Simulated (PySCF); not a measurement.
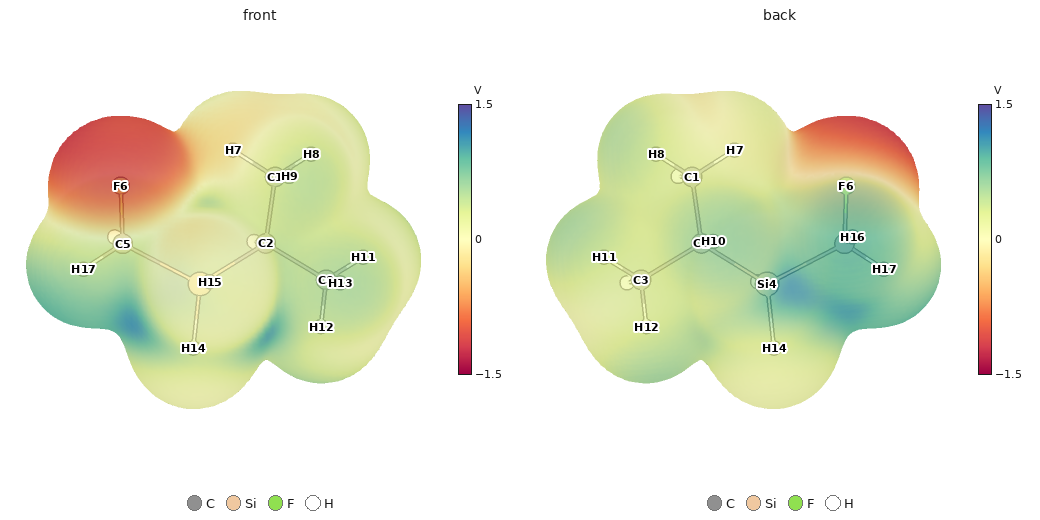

*C4H11FSi (SMILES CC(C)[SiH2]CF). The electrostatic potential painted on the density surface at 0.002 e/bohr³, seen from the front and from behind; red is negative and blue positive.*

Geometry: GFN2-xTB.

Computed with PBE0/pcSseg-1, SCF density, gas phase, non-relativistic in PySCF 2.14.0.

```json
{"atom": "C", "x (Å)": "-0.7267", "y (Å)": "-0.0701", "z (Å)": "1.4900"}
{"atom": "C", "x (Å)": "-0.5722", "y (Å)": "-0.5233", "z (Å)": "0.0373"}
{"atom": "C", "x (Å)": "-1.9348", "y (Å)": "-0.5391", "z (Å)": "-0.6532"}
{"atom": "Si", "x (Å)": "0.6676", "y (Å)": "0.5670", "z (Å)": "-0.9227"}
{"atom": "C", "x (Å)": "2.4272", "y (Å)": "0.3692", "z (Å)": "-0.1789"}
{"atom": "F", "x (Å)": "2.4925", "y (Å)": "0.9392", "z (Å)": "1.0781"}
{"atom": "H", "x (Å)": "0.2310", "y (Å)": "-0.0631", "z (Å)": "2.0043"}
{"atom": "H", "x (Å)": "-1.3981", "y (Å)": "-0.7381", "z (Å)": "2.0288"}
{"atom": "H", "x (Å)": "-1.1423", "y (Å)": "0.9345", "z (Å)": "1.5343"}
{"atom": "H", "x (Å)": "-0.1976", "y (Å)": "-1.5544", "z (Å)": "0.0489"}
{"atom": "H", "x (Å)": "-2.6296", "y (Å)": "-1.1836", "z (Å)": "-0.1165"}
{"atom": "H", "x (Å)": "-1.8498", "y (Å)": "-0.9033", "z (Å)": "-1.6743"}
{"atom": "H", "x (Å)": "-2.3581", "y (Å)": "0.4624", "z (Å)": "-0.6857"}
{"atom": "H", "x (Å)": "0.7674", "y (Å)": "0.1283", "z (Å)": "-2.3210"}
{"atom": "H", "x (Å)": "0.3043", "y (Å)": "1.9836", "z (Å)": "-0.8417"}
{"atom": "H", "x (Å)": "2.7291", "y (Å)": "-0.6739", "z (Å)": "-0.0555"}
{"atom": "H", "x (Å)": "3.1831", "y (Å)": "0.8767", "z (Å)": "-0.7820"}
```

Q: Which sites attract a positive test charge, and which a negative one?

A: A positive charge is drawn to the negative regions and a negative charge to the positive ones. The most negative region (about −1.1 V, or −25 kcal/mol for a unit charge) lies over F6, the most positive (about +1.1 V, or +25 kcal/mol for a unit charge) over Si4 and C5.
